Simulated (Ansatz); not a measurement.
**BrH2NSn: single points with varied inputs**

Aim: run BrH2NSn under a spread of inputs, and see what each costs and gives.

Computed with Ansatz 0.2.0, Gaussian basis. Level: the settings change from run to run.

## 1. The geometry

An earlier PBE0-D4 in a triple-zeta def2 set relaxation fixed the geometry. Sn takes a core potential in def2 sets; no spin-orbit term is included.

5 atoms, charge 0, spin multiplicity 1.

Atoms are counted from 1 here; the program's logs count them from 0.

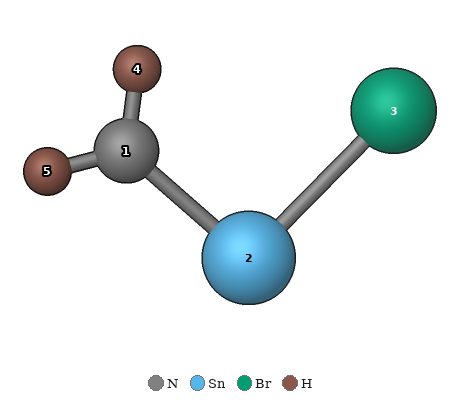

The geometry (nitrogen grey, tin blue, bromine teal, hydrogen brown); atoms are numbered from 1 in the order of the file.

## 2. wB97M-V/def2-TZVPP

Set apart from the defaults: high accuracy.

in.yaml

```yaml
crystal:
  periodic: [false, false, false]
  atoms:
    - {symbol: N, position_ang: [-0.600753, 0.263108, -0.433670]}
    - {symbol: Sn, position_ang: [-0.230479, -0.973198, 1.100168]}
    - {symbol: Br, position_ang: [2.281932, -0.587026, 1.021963]}
    - {symbol: H, position_ang: [0.119186, 0.769634, -0.927544]}
    - {symbol: H, position_ang: [-1.519984, 0.453881, -0.802218]}
basis:
  gaussian: {orbitals: def2-TZVPP}
hamiltonian: {xc: {name: wB97M-V}}
accuracy: high
output: {forces: true}
```

Run with:

```
ansatz run in.yaml --threads 2 --pin off --events-out ev --progress --plain --max-ram 32768MiB --backend cpu
```

Standard output (excerpt; [...] marks lines left out):

```text
Functional definition: wB97M-V
  name "wB97M-V"
  cite "Mardirossian & Head-Gordon, J. Chem. Phys. 144, 214110 (2016) doi:10.1063/1.4952647"
  cite "Becke, J. Chem. Phys. 107, 8554 (1997) doi:10.1063/1.475007"
  cite "Vydrov & Van Voorhis, J. Chem. Phys. 133, 244103 (2010) doi:10.1063/1.3521275"
  # Of w^i u^j: cxij and so on, Table III.
[...]
  gx(w, u) = 1 - cx + cx01*u + cx10*w
  gss(w, u) = css00 + css04*u^4 + css10*w + css20*w^2 + css43*w^4*u^3
  gos(w, u) = cos00 + cos10*w + (cos20 + cos21*u)*w^2 + (cos60 + cos61*u)*w^6
[...]
      + integral(e_c_pw_mod_opposite_spin*gos(b97_w_opposite, b97_u_opposite)) + vv10(b, c)
2674 factors; integrals over basis functions are off by at most 7.4e-9 eV
418 factors; integrals over basis functions are off by at most 1.7e-9 eV
[...]
mean field -77397.53799405 eV, -2844.3070593460 hartree, gradient 4.0e-8 eV, S^2 0.000000; 0 other end points of the search recorded, 0 dependent functions left out
[...]
reference -77397.53799834 eV, -2844.3070595035 hartree; 33, 33 occupied and 124, 124 virtual orbitals, 2674 factors
Total energy: -77397.53799834 eV, -2844.3070595035 hartree
Atom 0 at    -0.600753     0.263108    -0.433670 Å, force     0.037151    -0.045787     0.061268 eV/Å
Atom 1 at    -0.230479    -0.973198     1.100168 Å, force     0.036335     0.063069    -0.070521 eV/Å
Atom 2 at     2.281932    -0.587026     1.021963 Å, force    -0.078989     0.000022    -0.011592 eV/Å
Atom 3 at     0.119186     0.769634    -0.927544 Å, force    -0.037657    -0.017040     0.013503 eV/Å
Atom 4 at    -1.519984     0.453881    -0.802218 Å, force     0.043159    -0.000263     0.007342 eV/Å
Dipole moment:    -0.683322     0.000010    -0.103880 e Å
```

It took 62 s on 2 threads, shared host; peak memory 1.1 GiB.

Largest force 0.101 eV/Å, dipole 3.32 D.

## 3. BCCD(T)/def2-TZVPD

Set apart from the defaults: unrestricted orbitals, correlated electrons set to all.

Edit in.yaml of step 2 so:

```diff
@@ -9,5 +9,5 @@
 basis:
-  gaussian: {orbitals: def2-TZVPP}
-hamiltonian: {xc: {name: wB97M-V}}
-accuracy: high
-output: {forces: true}
+  gaussian: {orbitals: def2-TZVPD}
+magnetization: {spin_polarized: true, initial_magnetization: 0}
+hamiltonian: {xc: {name: HF}}
+correlation: {method: bccd_t, electrons: all}
```

Run with:

```
ansatz run in.yaml --threads 2 --pin off --events-out ev --progress --plain --max-ram 32768MiB --backend cuda --devices 0, --max-vram 18GiB
```

Standard output (excerpt; [...] marks lines left out):

```text
Functional definition: HF
  name "HF"
  cite "Fock, Z. Phys. 61, 126 (1930) doi:10.1007/BF01340294"
  parent pbe
[...]
1266 factors; integrals over basis functions are off by at most 9.1e-4 eV
[...]
mean field -77320.85454054 eV, -2841.4889944074 hartree, gradient 1.9e-6 eV, S^2 0.000000; 3 other end points of the search recorded, 0 dependent functions left out
determinant -77320.85454054 eV, -2841.4889944074 hartree, with singles and doubles -77346.57976433 eV, -2842.4343789445 hartree
determinant -77317.39781767 eV, -2841.3619621850 hartree, with singles and doubles -77342.90247658 eV, -2842.2992411122 hartree
reference -77320.85454054 eV, -2841.4889944074 hartree; 33, 33 occupied and 135, 135 virtual orbitals, 1266 factors
second order -26.01797409 eV of doubles, -0.00000000 eV of singles
cycle   1  -25.60214638 eV  change    -1.0e0 eV  update   2.6e-2
[...]
cycle   8  -25.63169517 eV  change    9.7e-6 eV  update   5.3e-5
perturbative correction -0.99848829 eV, -0.0366937680 hartree
Total energy: -77347.48472401 eV, -2842.4676355991 hartree
```

Run time: 21 s. Hardware: 1 × H100 (card shared with other runs) with 2 threads, shared host; peak host memory 1.5 GiB.

⟨S²⟩ 0.000.

## 4. SVWN5/def2-SVP

Set apart from the defaults: density fitting with def2-universal-jkfit, high accuracy.

Edit in.yaml of step 3 so:

```diff
@@ -9,5 +9,4 @@
 basis:
-  gaussian: {orbitals: def2-TZVPD}
-magnetization: {spin_polarized: true, initial_magnetization: 0}
-hamiltonian: {xc: {name: HF}}
-correlation: {method: bccd_t, electrons: all}
+  gaussian: {orbitals: def2-SVP, fitting: {mean_field: def2-universal-jkfit}}
+hamiltonian: {xc: {name: SVWN5}}
+accuracy: high
```

Run with:

```
ansatz run in.yaml --threads 2 --pin off --events-out ev --progress --plain --max-ram 32768MiB --backend cpu
```

Standard output:

```text
Functional definition: SVWN5
  name "SVWN5"
  cite "Dirac, Proc. Camb. Phil. Soc. 26, 376 (1930) doi:10.1017/S0305004100016108"
  cite "Slater, Phys. Rev. 81, 385 (1951) doi:10.1103/PhysRev.81.385"
  cite "Vosko, Wilk & Nusair, Can. J. Phys. 58, 1200 (1980) doi:10.1139/p80-159"
  exchange = slater_x
  correlation = vwn5_c
597 factors; integrals over basis functions are off by at most 1.8e-1 eV
mean field evaluation 1: about -77264.7370 eV, gradient 6.8e1 eV
mean field evaluation 2: about -77193.4555 eV, gradient 1.4e2 eV
mean field evaluation 4: about -77273.8774 eV, gradient 1.6e1 eV
mean field evaluation 8: about -77274.7647 eV, gradient 6.5e-2 eV
mean field evaluation 16: about -77274.7637 eV, gradient 1.7e-5 eV
mean field -77274.76370997 eV, -2839.7951876253 hartree, gradient 2.3e-8 eV, S^2 0.000000; 0 other end points of the search recorded, 0 dependent functions left out
reference -77274.76371260 eV, -2839.7951877221 hartree; 33, 33 occupied and 49, 49 virtual orbitals, 597 factors
Total energy: -77274.76371260 eV, -2839.7951877221 hartree
```

Wall time 1.5 s (2 threads, shared host).

## 5. r2SCAN/def2-mTZVPP

Edit in.yaml of step 4 so:

```diff
@@ -9,4 +9,4 @@
 basis:
-  gaussian: {orbitals: def2-SVP, fitting: {mean_field: def2-universal-jkfit}}
-hamiltonian: {xc: {name: SVWN5}}
-accuracy: high
+  gaussian: {orbitals: def2-mTZVPP}
+hamiltonian: {xc: {name: r2SCAN}}
+output: {forces: true}
```

Launched as before.

Standard output (excerpt; [...] marks lines left out):

```text
Functional definition: r2SCAN
  name "r2SCAN"
  cite "Furness, Kaplan, Ning, Perdew & Sun, J. Phys. Chem. Lett. 11, 8208 (2020) doi:10.1021/acs.jpclett.0c02405"
  cite "Furness, Kaplan, Ning, Perdew & Sun, J. Phys. Chem. Lett. 11, 9248 (2020) doi:10.1021/acs.jpclett.0c03077"
  parent r2scan
[...]
1013 factors; their error is unknown
[...]
mean field -77404.05275535 eV, -2844.5464724078 hartree, gradient 3.2e-5 eV, S^2 0.000000; 0 other end points of the search recorded, 0 dependent functions left out
[...]
reference -77404.05276559 eV, -2844.5464727840 hartree; 33, 33 occupied and 73, 73 virtual orbitals, 1013 factors
Total energy: -77404.05276559 eV, -2844.5464727840 hartree
Atom 0 at    -0.600753     0.263108    -0.433670 Å, force    -0.007493     0.153881    -0.184411 eV/Å
Atom 1 at    -0.230479    -0.973198     1.100168 Å, force    -0.155470    -0.287351     0.318949 eV/Å
Atom 2 at     2.281932    -0.587026     1.021963 Å, force     0.202173     0.039663    -0.016052 eV/Å
Atom 3 at     0.119186     0.769634    -0.927544 Å, force     0.045065     0.064287    -0.070840 eV/Å
Atom 4 at    -1.519984     0.453881    -0.802218 Å, force    -0.084274     0.029520    -0.047647 eV/Å
Dipole moment:    -0.678178     0.035362    -0.145358 e Å
```

It took 4.5 s on 2 threads, shared host.

Largest force 0.457 eV/Å, dipole 3.34 D.

## 6. wB97X/ANO-RCC-VTZP

Edit in.yaml of step 5 so:

```diff
@@ -9,4 +9,4 @@
 basis:
-  gaussian: {orbitals: def2-mTZVPP}
-hamiltonian: {xc: {name: r2SCAN}}
+  gaussian: {orbitals: ANO-RCC-VTZP}
+hamiltonian: {xc: {name: wB97X}}
 output: {forces: true}
```

Same command.

Standard output (excerpt; [...] marks lines left out):

```text
Functional definition: wB97X
  name "wB97X"
  cite "Chai & Head-Gordon, J. Chem. Phys. 128, 084106 (2008) doi:10.1063/1.2834918"
  cite "Becke, J. Chem. Phys. 107, 8554 (1997) doi:10.1063/1.475007"
[...]
  # The coefficients of nought are those of the uniform gas.
[...]
      + exact_x_lr(omega)
[...]
      + integral(e_c_pw_opposite_spin*poly(b97_u_opposite, 1, cos1, cos2, cos3, cos4))
1203 factors; integrals over basis functions are off by at most 9.8e-4 eV
268 factors; integrals over basis functions are off by at most 7.0e-5 eV
[...]
mean field -240525.89537915 eV, -8839.1636208762 hartree, gradient 3.5e-5 eV, S^2 0.000000; 0 other end points of the search recorded, 0 dependent functions left out
[...]
reference -240525.89532521 eV, -8839.1636188939 hartree; 47, 47 occupied and 122, 122 virtual orbitals, 1203 factors
Total energy: -240525.89532521 eV, -8839.1636188939 hartree
Relativity: scalar
Atom 0 at    -0.600753     0.263108    -0.433670 Å, force     0.005898    -0.011249     0.015297 eV/Å
Atom 1 at    -0.230479    -0.973198     1.100168 Å, force     0.025923     0.057868    -0.065902 eV/Å
Atom 2 at     2.281932    -0.587026     1.021963 Å, force    -0.043613    -0.006249     0.001296 eV/Å
Atom 3 at     0.119186     0.769634    -0.927544 Å, force    -0.068306    -0.033440     0.028357 eV/Å
Atom 4 at    -1.519984     0.453881    -0.802218 Å, force     0.080099    -0.006930     0.020951 eV/Å
Dipole moment:    -0.683331    -0.002801    -0.100531 e Å
```

It took 37 s on 2 threads, shared host; peak memory 0.67 GiB.

Largest force 0.091 eV/Å, dipole 3.32 D.

## 7. PBE/def2-TZVPD

Options: coordinates scaled by 0.96.

in.yaml

```yaml
crystal:
  periodic: [false, false, false]
  atoms:
    - {symbol: N, position_ang: [-0.576723, 0.252584, -0.416323]}
    - {symbol: Sn, position_ang: [-0.221260, -0.934270, 1.056161]}
    - {symbol: Br, position_ang: [2.190655, -0.563545, 0.981084]}
    - {symbol: H, position_ang: [0.114418, 0.738849, -0.890442]}
    - {symbol: H, position_ang: [-1.459185, 0.435726, -0.770129]}
basis:
  gaussian: {orbitals: def2-TZVPD}
hamiltonian: {xc: {name: PBE}}
```

Launched as before.

Standard output:

```text
Functional definition: PBE
  name "PBE"
  cite "Perdew, Burke & Ernzerhof, Phys. Rev. Lett. 77, 3865 (1996) doi:10.1103/PhysRevLett.77.3865"
  parent pbe
  parameter kappa = 0.804
  parameter beta = 0.06672455060314922
  exchange = pbe_x(kappa = kappa, mu = beta*pi^2/3)
  correlation = pbe_c(beta = beta)
1105 factors; their error is unknown
mean field evaluation 1: about -77378.4345 eV, gradient 8.0e1 eV
mean field evaluation 2: about -77303.3800 eV, gradient 1.6e2 eV
mean field evaluation 4: about -77390.0235 eV, gradient 1.8e1 eV
mean field evaluation 8: about -77390.7223 eV, gradient 1.8e-1 eV
mean field evaluation 16: about -77390.7127 eV, gradient 3.8e-4 eV
mean field -77390.71267027 eV, -2844.0562333234 hartree, gradient 5.0e-5 eV, S^2 0.000000; 0 other end points of the search recorded, 0 dependent functions left out
reference -77390.71272391 eV, -2844.0562352944 hartree; 33, 33 occupied and 135, 135 virtual orbitals, 1105 factors
Total energy: -77390.71272391 eV, -2844.0562352944 hartree
```

It took 3.2 s on 2 threads, shared host.

## 8. B3LYP/def2-SVPD

Options: multiplicity 3, coordinates scaled by 0.92.

in.yaml

```yaml
crystal:
  periodic: [false, false, false]
  atoms:
    - {symbol: N, position_ang: [-0.552693, 0.242060, -0.398976]}
    - {symbol: Sn, position_ang: [-0.212041, -0.895342, 1.012154]}
    - {symbol: Br, position_ang: [2.099377, -0.540064, 0.940206]}
    - {symbol: H, position_ang: [0.109651, 0.708064, -0.853340]}
    - {symbol: H, position_ang: [-1.398386, 0.417570, -0.738041]}
basis:
  gaussian: {orbitals: def2-SVPD}
magnetization: {spin_polarized: true, initial_magnetization: 2}
hamiltonian: {xc: {name: B3LYP}}
output: {forces: true}
```

Same command.

Standard output (excerpt; [...] marks lines left out):

```text
Functional definition: B3LYP
  name "B3LYP"
  cite "Stephens, Devlin, Chabalowski & Frisch, J. Phys. Chem. 98, 11623 (1994) doi:10.1021/j100096a001"
  cite "Becke, Phys. Rev. A 38, 3098 (1988) doi:10.1103/PhysRevA.38.3098"
  cite "Lee, Yang & Parr, Phys. Rev. B 37, 785 (1988) doi:10.1103/PhysRevB.37.785"
  cite "Vosko, Wilk & Nusair, Can. J. Phys. 58, 1200 (1980) doi:10.1139/p80-159"
[...]
1171 factors; integrals over basis functions are off by at most 9.0e-4 eV
[...]
mean field -77391.27300518 eV, -2844.0768252514 hartree, gradient 2.6e-5 eV, S^2 2.002834; 2 other end points of the search recorded, 0 dependent functions left out
[...]
reference -77391.27323174 eV, -2844.0768335772 hartree; 34, 32 occupied and 75, 77 virtual orbitals, 1171 factors
Total energy: -77391.27323174 eV, -2844.0768335772 hartree
Atom 0 at    -0.552693     0.242060    -0.398976 Å, force    -1.239448     0.288408    -0.541572 eV/Å
Atom 1 at    -0.212041    -0.895342     1.012154 Å, force    -1.451403    -3.711194     4.214523 eV/Å
Atom 2 at     2.099377    -0.540064     0.940206 Å, force     3.514066     0.127554     0.383075 eV/Å
Atom 3 at     0.109651     0.708064    -0.853340 Å, force     3.805974     2.371441    -2.243730 eV/Å
Atom 4 at    -1.398386     0.417570    -0.738041 Å, force    -4.629189     0.923791    -1.812297 eV/Å
Dipole moment:    -0.381382     0.090097    -0.165721 e Å
```

Run time: 8.5 s. Hardware: 2 threads, shared host; peak memory 0.39 GiB.

Largest force 5.800 eV/Å, dipole 2.04 D, ⟨S²⟩ 2.003.

## 9. B97M-V/ANO-RCC-VTZP

in.yaml

```yaml
crystal:
  periodic: [false, false, false]
  atoms:
    - {symbol: N, position_ang: [-0.600753, 0.263108, -0.433670]}
    - {symbol: Sn, position_ang: [-0.230479, -0.973198, 1.100168]}
    - {symbol: Br, position_ang: [2.281932, -0.587026, 1.021963]}
    - {symbol: H, position_ang: [0.119186, 0.769634, -0.927544]}
    - {symbol: H, position_ang: [-1.519984, 0.453881, -0.802218]}
basis:
  gaussian: {orbitals: ANO-RCC-VTZP}
hamiltonian: {xc: {name: B97M-V}}
output: {forces: true}
```

Same command.

Standard output (excerpt; [...] marks lines left out):

```text
Functional definition: B97M-V
  name "B97M-V"
  cite "Mardirossian & Head-Gordon, J. Chem. Phys. 142, 074111 (2015) doi:10.1063/1.4907719"
  cite "Becke, J. Chem. Phys. 107, 8554 (1997) doi:10.1063/1.475007"
  cite "Vydrov & Van Voorhis, J. Chem. Phys. 133, 244103 (2010) doi:10.1063/1.3521275"
  # Of w^i u^j: cxij and so on, Table III.
[...]
  gx(w, u) = cx00 + cx01*u + cx02*u^2 + (cx10 + cx11*u)*w
  gss(w, u) = css00 + css02*u^2 + css10*w + (css32*w^3 + css42*w^4)*u^2
  gos(w, u) = cos00 + cos01*u + cos03*u^3 + cos10*w + cos32*w^3*u^2
[...]
      + integral(e_c_pw_mod_opposite_spin*gos(b97_w_opposite, b97_u_opposite)) + vv10(b, c)
1405 factors; their error is unknown
[...]
mean field -240471.41613163 eV, -8837.1615454572 hartree, gradient 1.8e-5 eV, S^2 0.000000; 0 other end points of the search recorded, 0 dependent functions left out
[...]
reference -240471.41623459 eV, -8837.1615492408 hartree; 47, 47 occupied and 122, 122 virtual orbitals, 1405 factors
Total energy: -240471.41623459 eV, -8837.1615492408 hartree
Relativity: scalar
Atom 0 at    -0.600753     0.263108    -0.433670 Å, force    -0.031934     0.172770    -0.210440 eV/Å
Atom 1 at    -0.230479    -0.973198     1.100168 Å, force    -0.101993    -0.171718     0.188953 eV/Å
Atom 2 at     2.281932    -0.587026     1.021963 Å, force     0.121911     0.029039    -0.015629 eV/Å
Atom 3 at     0.119186     0.769634    -0.927544 Å, force    -0.192898    -0.051215     0.030486 eV/Å
Atom 4 at    -1.519984     0.453881    -0.802218 Å, force     0.204914     0.021124     0.006630 eV/Å
Dipole moment:    -0.653814    -0.001049    -0.098139 e Å
```

Run time: 25 s. Hardware: 2 threads, shared host; peak memory 0.43 GiB.

Largest force 0.275 eV/Å, dipole 3.18 D.

## 10. The runs in one table

```
              level  charge  multiplicity  geometry  functions  energy (eV)   time
 wB97M-V/def2-TZVPP       0             1   relaxed        157   -77397.538   62 s
 BCCD(T)/def2-TZVPD       0             1   relaxed        168   -77347.485   21 s
     SVWN5/def2-SVP       0             1   relaxed         82   -77274.764  1.5 s
 r2SCAN/def2-mTZVPP       0             1   relaxed        106   -77404.053  4.5 s
 wB97X/ANO-RCC-VTZP       0             1   relaxed        169  -240525.895   37 s
     PBE/def2-TZVPD       0             1    scaled        168   -77390.713  3.2 s
    B3LYP/def2-SVPD       0             3    scaled        109   -77391.273  8.5 s
B97M-V/ANO-RCC-VTZP       0             1   relaxed        169  -240471.416   25 s
```

## 11. Summary of results

```
                                         quantity                     value
                                             runs                         8
                                         quickest     SVWN5/def2-SVP, 1.5 s
                                          slowest  wB97M-V/def2-TZVPP, 62 s
spread of total energies, same state and geometry               163251.1 eV
                  dipole, same state and geometry            3.18 to 3.34 D
```

**Reading.** Run time spans a factor of 41, from SVWN5/def2-SVP to wB97M-V/def2-TZVPP. The jobs differ in tasks and options as well as level. The totals spread over 163251 eV; they can't be compared across methods or bases. Some of these runs are scalar-relativistic and others not, which shifts the totals of all-electron atoms past neon by eV; core potentials, where a basis has them, take the core out of the total altogether. At the PBE0-D4/def2-TZVP geometry and in the same state, runs without warnings or point charges leave forces up to 0.46 eV/Å (r2SCAN/def2-mTZVPP). At that geometry and state the dipole changes by 5 % between the lowest and highest value.
